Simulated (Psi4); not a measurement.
# AlGeNH4O (SMILES [NH2][GeH]1[O][AlH]1) at CCSD(T)/6-31G(d) (spherical functions)

Aim: the vertical ionisation energy of AlGeNH4O at CCSD(T)/6-31G* (spherical functions), from 2 runs. 

Program for the calculation: Psi4 1.11.

1 further run of the same task is left out (set aside as unsound or not needed). Runs told in other sessions of the task aren't counted.

## 1. The molecule

AlGeNH4O: 8 atoms, total charge 0, spin state singlet. As SMILES, `[NH2][GeH]1[O][AlH]1`. The coordinates come from a PBE0-D4/def2-TZVP relaxation. This is one conformer, not always the lowest.

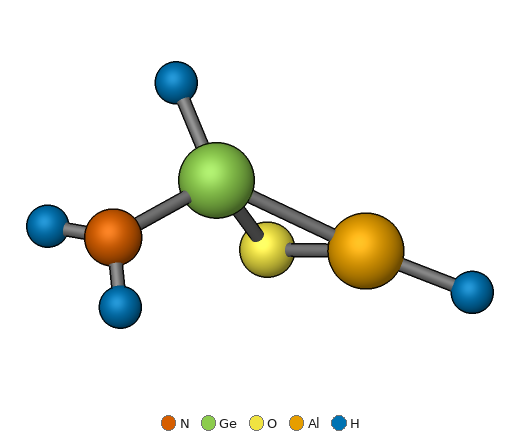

Viewed from a chosen angle; nitrogen orange, germanium green, oxygen yellow, aluminium amber, hydrogen blue.

## 2. The energy at CCSD(T)/6-31G(d) (spherical functions)

job.inp

```
memory 2.2 GB

molecule geom {
  0 1
  N     -1.000700     1.330400     0.514400
  Ge     0.239100     0.000100     0.626900
  O      1.177500    -0.346000    -0.983500
  Al     0.431500    -1.856900    -0.769100
  H     -0.662600     2.276400     0.611900
  H     -1.682100     1.271200    -0.226100
  H      1.237900     0.511900     1.685400
  H      0.351700    -3.244100    -1.515600
  units angstrom
  symmetry c1
}

set globals {
  basis           6-31G*
  puream          true
  e_convergence   1e-09
  d_convergence   1e-08
  scf_type        pk
  num_frozen_docc 16
}

e, wfn = energy('ccsd(t)', return_wfn=True)
```

Command:

```bash
psi4 -n 1 job.inp job.out
```

job.out:

```text
[...]
  Running in c1 symmetry.
[...]
  Nuclear repulsion =  340.293350251446270
[...]
  Multiplicity = 1
[...]
  Nalpha       = 32
  Nbeta        = 32
[...]
    Number of basis functions: 86
[...]
   @RHF iter   1: -2447.41134162328490   -3.52632e+00   2.75847e-02 DIIS/ADIIS
[...]
   @RHF iter  13: -2448.62732397751961   -2.22826e-11   9.73424e-09 DIIS
[...]
    Orbital Energies [Eh]
    ---------------------
    Doubly Occupied:
       1A   -405.249482     2A    -58.482393     3A    -52.183567
       4A    -46.274586     5A    -46.273501     6A    -46.273094
       7A    -20.512349     8A    -15.537547     9A     -7.211949
      10A     -5.187501    11A     -5.185852    12A     -5.185011
      13A     -4.909114    14A     -3.223807    15A     -3.221695
      16A     -3.221373    17A     -1.643907    18A     -1.641743
      19A     -1.637430    20A     -1.635982    21A     -1.634139
      22A     -1.232496    23A     -1.117713    24A     -0.689097
      25A     -0.647906    26A     -0.566586    27A     -0.531274
      28A     -0.499134    29A     -0.480730    30A     -0.437209
      31A     -0.401396    32A     -0.317952
[...]
  @RHF Final Energy: -2448.62732397751961
   => Energetics <=
    Nuclear Repulsion Energy =            340.2933502514462702
    One-Electron Energy =               -4091.3463234741102497
    Two-Electron Energy =                1302.4256492451443137
    Total Energy =                      -2448.6273239775200636
[...]
 Multipole Moments:
 ------------------------------------------------------------------------------------
     Multipole            Electronic (a.u.)      Nuclear  (a.u.)        Total (a.u.)
 ------------------------------------------------------------------------------------
 L = 1.  Multiply by 2.5417464519 to convert [e a0] to [Debye]
 Dipole X            :          1.2118736           -1.7206821           -0.5088085
 Dipole Y            :         -1.2301388            0.7239704           -0.5061684
 Dipole Z            :          3.8213200           -3.7933523            0.0279677
 Magnitude           :                                                    0.7182442
[...]
      * MP2 total energy                      = -2449.279345867716984
[...]
      * CCSD total energy                     = -2449.290173271006097
[...]
      * CCSD(T) total energy                  = -2449.308213782649091
[...]
```

Run time: 21 s. Hardware: 1 thread of Intel Xeon 6975P-C (Granite Rapids), shared host; peak memory 0.49 GiB.

## 3. The doublet cation

job.py

```python
import psi4

psi4.set_memory(2200000000)
psi4.set_num_threads(1)
psi4.core.set_output_file('output.dat', False)

molecule = psi4.geometry("""
1 2
N     -1.000700     1.330400     0.514400
Ge     0.239100     0.000100     0.626900
O      1.177500    -0.346000    -0.983500
Al     0.431500    -1.856900    -0.769100
H     -0.662600     2.276400     0.611900
H     -1.682100     1.271200    -0.226100
H      1.237900     0.511900     1.685400
H      0.351700    -3.244100    -1.515600
symmetry c1
no_reorient
no_com
""")

psi4.set_options({
    'reference': 'uhf',
    'puream': True,
    'e_convergence': 1e-09,
    'd_convergence': 1e-08,
    'scf_type': 'pk',
    'num_frozen_docc': 16,
    'maxiter': 100,
})

energy_value = psi4.energy("ccsd(t)/6-31G*")
print('E =', round(energy_value, 9))
```

Command:

```bash
python job.py
```

output.dat:

```text
[...]
  Running in c1 symmetry.
[...]
  Nuclear repulsion =  340.293350251446270
[...]
  Multiplicity = 2
[...]
  Nalpha       = 32
  Nbeta        = 31
[...]
    Number of basis functions: 86
[...]
   @UHF iter   1: -2447.21485064789795   -3.32983e+00   2.71838e-02 ADIIS/DIIS
[...]
   @UHF iter  24: -2448.35537509303595   -3.63798e-12   6.48926e-09 DIIS
[...]
   @S^2 Observed:                7.884050367E-01
[...]
    Orbital Energies [Eh]
    ---------------------
    Alpha Occupied:
       1A   -405.488346     2A    -58.726717     3A    -52.422840
       4A    -46.514741     5A    -46.512093     6A    -46.511860
       7A    -20.822983     8A    -15.730903     9A     -7.451549
      10A     -5.429322    11A     -5.423981    12A     -5.422751
      13A     -5.152604    14A     -3.466603    15A     -3.466035
      16A     -3.464102    17A     -1.884395    18A     -1.879985
      19A     -1.876318    20A     -1.875426    21A     -1.872408
      22A     -1.557235    23A     -1.306141    24A     -0.945530
      25A     -0.855406    26A     -0.830104    27A     -0.792397
      28A     -0.769401    29A     -0.708962    30A     -0.680117
      31A     -0.606154    32A     -0.591707
[...]
  @UHF Final Energy: -2448.35537509303595
   => Energetics <=
    Nuclear Repulsion Energy =            340.2933502514462702
    One-Electron Energy =               -4076.2609395707268050
    Two-Electron Energy =                1287.6122142262449870
    Total Energy =                      -2448.3553750930359456
  UHF NO Occupations:
  HONO-2 :   30  A 1.9990495
  HONO-1 :   31  A 1.9832918
  HONO-0 :   32  A 1.0000000
  LUNO+0 :   33  A 0.0167082
  LUNO+1 :   34  A 0.0009505
[...]
 Multipole Moments:
 ------------------------------------------------------------------------------------
     Multipole            Electronic (a.u.)      Nuclear  (a.u.)        Total (a.u.)
 ------------------------------------------------------------------------------------
 L = 1.  Multiply by 2.5417464519 to convert [e a0] to [Debye]
 Dipole X            :        -28.0819062           28.1960366            0.1141304
 Dipole Y            :         29.7984961          -31.7026124           -1.9041163
 Dipole Z            :        -12.1319524           12.0014617           -0.1304907
 Magnitude           :                                                    1.9119917
[...]
      * MP2 total energy                      = -2448.974830582487357
[...]
      * CCSD total energy                     = -2448.997421398031292
[...]
      * CCSD(T) total energy                     = -2449.014939080010208
```

On the terminal:

```text
E = -2449.01493908
```

Run time: 80 s. Hardware: 1 thread of Intel Xeon 6975P-C (Granite Rapids), shared host; peak memory 0.49 GiB.

## 4. Outcome

Level: CCSD(T)/6-31G* (spherical functions), 16 core orbitals frozen.

| quantity | value |
| --- | --- |
| singlet AlGeNH4O: total energy | -2449.30821 Eh |
| singlet AlGeNH4O: HOMO energy (Hartree–Fock orbitals) | -8.65 eV |
| singlet AlGeNH4O: LUMO energy (Hartree–Fock orbitals) | 1.40 eV |
| singlet AlGeNH4O: HOMO–LUMO gap (Hartree–Fock orbitals) | 10.06 eV |
| singlet AlGeNH4O: correlation energy (16 core orbitals frozen) | -680.9 mEh |
| singlet AlGeNH4O: (T) correction | -18.04 mEh |
| singlet AlGeNH4O: T1 diagnostic | 0.017 |
| doublet cation: total energy | -2449.01494 Eh |
| doublet cation: HOMO energy (Hartree–Fock orbitals) (highest over α and β) | -15.99 eV |
| doublet cation: LUMO energy (Hartree–Fock orbitals) (lowest over α and β) | -6.08 eV |
| doublet cation: correlation energy (16 core orbitals frozen) | -659.6 mEh |
| doublet cation: (T) correction | -17.52 mEh |
| doublet cation: ⟨S²⟩ of the reference determinant | 0.788 |
| doublet cation: T1 diagnostic | 0.041 |
| vertical ionisation energy (to the doublet cation) | 7.980 eV |

What this shows: The vertical ionisation energy comes to 7.98 eV (770 kJ/mol). The triples (singlet AlGeNH4O) make up 2.6 % of the correlation energy. The triples (doublet cation) make up 2.7 % of the correlation energy.
